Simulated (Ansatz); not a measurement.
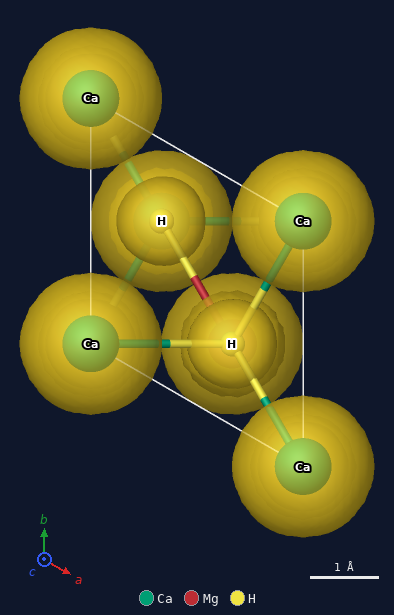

Figure 1: CaMgH4. Isosurface of the valence electron density at 0.3 e/Å³ (yellow), seen along the c axis. Sticks mark near contacts.

Space group R-3m; a structure from a database of computed crystals, not necessarily the ambient phase; started from the BaSrI4-166 prototype, which need not be the ambient phase; changed on purpose from its base cell (shaken).

Level of theory: Ansatz, DFT, PBEsol, plane waves, PAW.

Core electrons are frozen (PAW), and the valence fields are smoothed inside the atomic spheres.

```cif
data_structure
_symmetry_space_group_name_H-M 'P 1'
_symmetry_Int_Tables_number 1
_cell_length_a 3.6250
_cell_length_b 3.6270
_cell_length_c 16.9400
_cell_angle_alpha 90.017
_cell_angle_beta 89.966
_cell_angle_gamma 120.038
_cell_volume 192.81
loop_
_atom_site_label
_atom_site_type_symbol
_atom_site_fract_x
_atom_site_fract_y
_atom_site_fract_z
_atom_site_occupancy
Ca1 Ca 0.00000 0.00000 0.00034 1
Ca2 Ca 0.66667 0.33333 0.33367 1
Ca3 Ca 0.33333 0.66667 0.66701 1
Mg1 Mg 0.33333 0.66667 0.16701 1
Mg2 Mg 0.00000 0.00000 0.50034 1
Mg3 Mg 0.66666 0.33334 0.83367 1
H1 H 0.33363 0.66670 0.28484 1
H2 H 0.00030 0.00003 0.61818 1
H3 H 0.66696 0.33336 0.95151 1
H4 H 0.66674 0.33334 0.20109 1
H5 H 0.33341 0.66667 0.53442 1
H6 H 0.00008 0.00001 0.86776 1
H7 H 0.99992 0.99999 0.13292 1
H8 H 0.66659 0.33332 0.46626 1
H9 H 0.33325 0.66666 0.79959 1
H10 H 0.33304 0.66663 0.04917 1
H11 H 0.99971 0.99997 0.38250 1
H12 H 0.66637 0.33330 0.71584 1
```

Q: Which contacts does the surface bridge?

A: At this value the density breaks into separate islands; it holds about 75 % of the electrons treated as valence (semicore included). It bridges none of the near contacts. It is pinched off along the sampled Mg–H (2.00 Å), Ca–H (2.25 Å) and Mg–H (2.17 Å) contacts. On the grid the lowest density along these lines, outside the cores, is 0.19 e/Å³ (Mg–H, 2.00 Å), 0.2 e/Å³ (Ca–H, 2.25 Å) and 0.13 e/Å³ (Mg–H, 2.17 Å).
